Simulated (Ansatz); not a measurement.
Input

```
crystal:
  periodic: [false, false, false]
  atoms:
    - symbol: C
      position_ang: [-1.538179, 1.208832, 1.422809]
    - symbol: C
      position_ang: [-0.487666, 1.399041, 0.614843]
    - symbol: N
      position_ang: [-0.911364, -1.201096, -0.523755]
    - symbol: "N"
      position_ang: [1.709186, -0.714073, 0.241252]
    - symbol: Si
      position_ang: [0.292644, 0.035493, -0.409082]
    - symbol: H
      position_ang: [-2.014385, 0.225082, 1.509088]
    - symbol: H
      position_ang: [-1.967095, 2.012979, 2.032401]
    - symbol: H
      position_ang: [-0.046317, 2.404930, 0.575257]
    - symbol: H
      position_ang: [0.781077, 0.652428, -1.687788]
    - symbol: H
      position_ang: [-0.643226, -2.098772, -0.911531]
    - symbol: H
      position_ang: [-1.862625, -0.960946, -0.778279]
    - symbol: H
      position_ang: [2.621122, -0.358446, -0.018704]
    - symbol: H
      position_ang: [1.707822, -1.059031, 1.194814]
basis:
  gaussian: {orbitals: def2-SVPD}
hamiltonian: {xc: {name: PBE0}}
output: {forces: true, orbitals: {seedname: orbitals}}
```

Command:

```sh
ansatz run input.yaml --threads 2 --pin off --max-ram 4350MiB --events-out events.jsonl --progress --plain --runs-dir runs
```

Geometry: PBE0-D3(BJ)/def2-SVP.

These are results of isolated molecule in a Gaussian basis; Kohn-Sham density functional theory, functional PBE0 (Ansatz 0.2.0), not measurements.

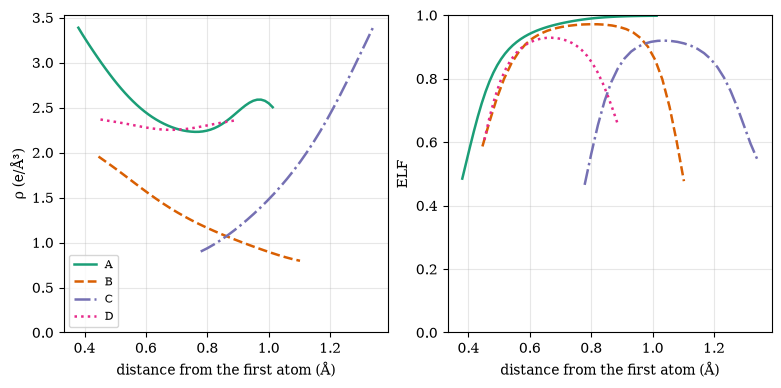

C2H8N2Si (SMILES C=C[SiH](N)N). Electron density and electron localisation function along straight lines between neighbouring atoms. The curves leave out the atomic cores.

Question: Which curve belongs to which contact (C–C, C–Si, N–H and Si–N)? The first atom named is at distance zero.

Answer: Curve A: N–H (1.01 Å): ρ at the midpoint is about 2.8 e/Å³; the ELF climbs to about 1 towards the hydrogen, as it does in any bond to H: an ordinary covalent bond to hydrogen. Curve B: C–Si (1.88 Å): the density is about 0.97 e/Å³ at the midpoint; the ELF peaks at about 1 between the atoms; a covalent bond. Curve C: Si–N (1.73 Å): ρ at the midpoint is about 1.1 e/Å³; the ELF peaks at about 0.90 between the atoms (a shared but strongly polarised pair). Curve D: C–C (1.34 Å): the density is about 2.3 e/Å³ at the midpoint; the ELF peaks at about 0.95 between the atoms: a multiple bond.
